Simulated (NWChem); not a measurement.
# One shape, several levels: CBrCl2F (bromodichlorofluoromethane)

Wanted: a comparison of 6 runs (HF/def2-SVP, PBE0/6-311G**, M06-2X/3-21G, PBE0/def2-SVP, MP2/6-31G, MP2/pcseg-1) of CBrCl2F (bromodichlorofluoromethane). 

The results are computed with NWChem 7.3.0.

## (1) Starting point

The species is CBrCl2F (5 atoms), meant as a singlet with charge 0. SMILES: `FC(Cl)(Cl)Br`. Geometry: relaxed at PBE0-D4/def2-TZVP.

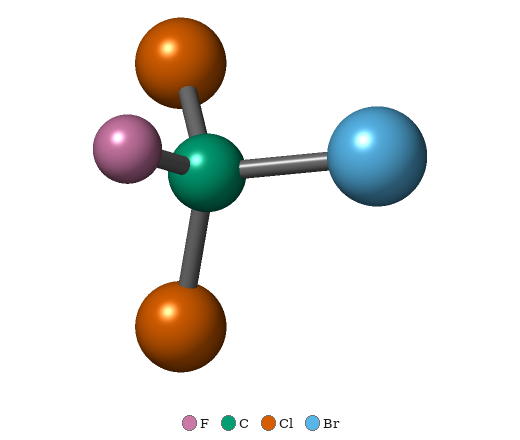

Viewed from a chosen angle; fluorine pink, carbon teal, chlorine orange, bromine blue.

## (2) Energy and forces at HF/def2-SVP (run 1)

sp.xyz

```xyz
5
CBrCl2F
F     -0.145400     0.066000     1.392100
C     -0.007200    -0.045400     0.072100
Cl     1.255600    -1.218600    -0.263900
Cl    -1.537300    -0.570800    -0.611000
Br     0.484000     1.695200    -0.630600
```

sp.nw

```
echo
start sp
title "CBrCl2F"
memory stack 880 mb heap 220 mb global 1100 mb
charge 0

geometry units angstrom noautosym nocenter noautoz
load sp.xyz
end

basis spherical bse
* library def2-SVP
end

scf
thresh 1e-08
maxiter 80
print low
end

task scf gradient
```

The run is started by

```bash
$ nwchem sp.nw > sp.out
```

What it wrote:

```text
[...]
  functions       =    96
[...]
  wavefunction    = RHF
[...]
         Total SCF energy =  -3627.959216222414
      One-electron energy =  -6092.840729805524
      Two-electron energy =   1937.736140195955
 Nuclear repulsion energy =    527.145373387155
        Time for solution =     12.8s
[...]
                         RHF ENERGY GRADIENTS
    atom               coordinates                        gradient
                 x          y          z           x          y          z
   1 F      -0.274766   0.124722   2.630688   -0.001627   0.001569   0.016042
   2 C      -0.013606  -0.085794   0.136249    0.000328  -0.004347  -0.010890
   3 Cl      2.372740  -2.302820  -0.498699    0.000143   0.000131  -0.001427
   4 Cl     -2.905076  -1.078656  -1.154623    0.000266   0.000094  -0.001408
   5 Br      0.914627   3.203463  -1.191661    0.000889   0.002553  -0.002317
 Task  times  cpu:       17.6s     wall:       17.6s
 Total times  cpu:       17.7s     wall:       17.7s
```

Run time: 18 s. Hardware: 1 thread of Intel Xeon 6975P-C (Granite Rapids), shared host; peak memory 0.1 GiB.

## (3) Energy and gradient at PBE0/6-311G(d,p) (run 2)

test.xyz

```xyz
5
CBrCl2F
F     -0.145400     0.066000     1.392100
C     -0.007200    -0.045400     0.072100
Cl     1.255600    -1.218600    -0.263900
Cl    -1.537300    -0.570800    -0.611000
Br     0.484000     1.695200    -0.630600
```

run.py

```python
from ase.io import read
from ase.calculators.nwchem import NWChem

atoms = read('test.xyz')

calc = NWChem(
    label='test',
    theory='dft',
    memory='2200 mb',
    basis='6-311G**',
    basispar='spherical bse',
    dft={'xc': 'pbe0', 'mult': '1', 'grid': 'fine', 'convergence': 'energy 1e-08', 'iterations': '100', 'mulliken': None, 'print': 'low'},
)
atoms.calc = calc

forces = atoms.get_forces()
print(f"energy = {atoms.get_potential_energy():.6f} eV")
print("forces (eV/A):")
for s, f in zip(atoms.symbols, forces):
    print(f"{s:2s} {f[0]:10.5f} {f[1]:10.5f} {f[2]:10.5f}")
```

The run is started by

```bash
$ export ASE_NWCHEM_COMMAND="nwchem PREFIX.nwi > PREFIX.nwo"
$ python run.py
```

What it wrote:

```text
energy = -98825.189183 eV
forces (eV/A):
F     0.00134   -0.00489   -0.02093
C     0.01959    0.10464    0.04361
Cl    0.18209   -0.16702    0.01445
Cl   -0.23438   -0.06999   -0.03749
Br    0.03137    0.13730    0.00036
```

The calculator wrote test.nwi:

```
title "test"

permanent_dir test

scratch_dir test

start test

geometry units angstrom nocenter noautosym noautoz
  F  -1.4540000000000000e-01 6.6000000000000003e-02 1.3920999999999999e+00
  C  -7.1999999999999998e-03 -4.5400000000000003e-02 7.2099999999999997e-02
  Cl 1.2556000000000000e+00 -1.2185999999999999e+00 -2.6390000000000002e-01
  Cl -1.5373000000000001e+00 -5.7079999999999997e-01 -6.1099999999999999e-01
  Br 4.8399999999999999e-01 1.6952000000000000e+00 -6.3060000000000005e-01
end

memory 2200 mb

basis spherical bse noprint
   * library 6-311G**
end

dft
  xc pbe0
  mult 1
  grid fine
  convergence energy 1e-08
  iterations 100
  mulliken
  print low
end

task dft gradient
```

test.nwo:

```text
Northwest Computational Chemistry Package (NWChem) 7.3.0
             --------------------------------------------------------

           Job information
           ---------------

    nwchem branch   = 7.3.0
    use scalapack   = T
    input           = test.nwi
    prefix          = test.
    data base       = test/test.db
    status          = startup
    nproc           =        1

           Memory information
           ------------------

[... 5 lines left out ...]
    hardfail = no
[... 39 lines left out ...]
            Nuclear Dipole moment (a.u.)
[... 83 lines left out ...]
         Total DFT energy =    -3631.758745930056
[... 1 line left out ...]
           Coulomb energy =     2097.959832541436
[... 1 line left out ...]
 Nuclear repulsion energy =      527.145373387154
[... 29 lines left out ...]
                         DFT ENERGY GRADIENTS

    atom               coordinates                        gradient
                 x          y          z           x          y          z
   1 F      -0.274766   0.124722   2.630688   -0.000026   0.000095   0.000407
   2 C      -0.013606  -0.085794   0.136249   -0.000381  -0.002035  -0.000848
   3 Cl      2.372740  -2.302820  -0.498699   -0.003541   0.003248  -0.000281
   4 Cl     -2.905076  -1.078656  -1.154623    0.004558   0.001361   0.000729
   5 Br      0.914627   3.203463  -1.191661   -0.000610  -0.002670  -0.000007

 Task  times  cpu:       30.6s     wall:       30.6s
 Total times  cpu:       30.6s     wall:       30.6s
```

Run time: 32 s. Hardware: 1 thread of Intel Xeon 6975P-C (Granite Rapids), shared host; peak memory 0.13 GiB.

Runs 3 to 5 aren't shown in full; the table further down has their settings and results.

## (4) Energy and gradient at MP2/pcseg-1 (run 6)

mymol.nw

```
START mymol
memory stack 880 mb heap 220 mb global 1100 mb

GEOMETRY units bohr noautosym nocenter noautoz
 F   -0.27476618   0.12472192   2.63068774
 C   -0.01360603  -0.08579357   0.13624925
 Cl   2.37274012  -2.30282026  -0.49869872
 Cl  -2.90507597  -1.07865567  -1.15462266
 Br   0.91462744   3.20346373  -1.19166129
END

BASIS spherical bse
 * library pcseg-1
END

SCF
 thresh 1e-08
 maxiter 80
 print low
END

MP2
 freeze core 21
 tight
END

TASK mp2 gradient
```

The run is started by

```bash
$ nwchem mymol.nw > mymol.out
```

What it wrote:

```text
[...]
  functions       =    91
[...]
  wavefunction    = RHF
[...]
         Total SCF energy =  -3628.231761915691
      One-electron energy =  -6092.925198084212
      Two-electron energy =   1937.548100835620
 Nuclear repulsion energy =    527.145335332901
        Time for solution =     23.5s
[...]
          Total MP2 energy         -3628.941143339694
[...]
                         mp2 ENERGY GRADIENTS
    atom               coordinates                        gradient
                 x          y          z           x          y          z
   1 F      -0.274766   0.124722   2.630688    0.001608  -0.001744  -0.016169
   2 C      -0.013606  -0.085794   0.136249   -0.000966   0.001904   0.011206
   3 Cl      2.372740  -2.302820  -0.498699   -0.006644   0.005799   0.000516
   4 Cl     -2.905076  -1.078656  -1.154623    0.008180   0.002352   0.002361
   5 Br      0.914627   3.203464  -1.191661   -0.002179  -0.008311   0.002085
[...]
```

Run time: 60 s. Hardware: 1 thread of Intel Xeon 6975P-C (Granite Rapids), shared host; peak memory 0.33 GiB.

## (5) All runs side by side

| run | level | iteration cap | module | energy (Eh) | largest force (eV/Å) | wall time |
| --- | --- | --- | --- | --- | --- | --- |
| 1 | HF/def2-SVP | 80 | scf | -3627.959216 | 0.833 | 18 s |
| 2 | PBE0/6-311G** | 100 | dft | -3631.758746 | 0.248 | 32 s |
| 3 | M06-2X/3-21G | 100 | dft | -3614.876254 | 2.133 | 14 s |
| 4 | PBE0/def2-SVP | 100 | dft | -3631.035291 | 0.294 | 15 s |
| 5 | MP2/6-31G | 80 | mp2 | -3628.635234 | 3.649 | 39 s |
| 6 | MP2/pcseg-1 | 80 | mp2 | -3628.941143 | 0.840 | 60 s |

## (6) Summary of results

| quantity | value |
| --- | --- |
| run 6: total energy | -3628.94114 Eh |
| run 6: dipole moment (of the density that the program reports) | 0.56 D |
| run 6: correlation energy (21 core orbitals frozen) | -709.4 mEh |
| run 6: largest force on an atom | 0.840 eV/Å |

What this shows: Over runs 3, 4, 5, 6 the dipole moment (its size) runs from 0.39 D (PBE0/def2-SVP) to 0.72 D (MP2/6-31G). The two ends differ in method and basis. Totals of different functionals can't be ranked against each other. All runs together took 3 min, the longest 60 s.
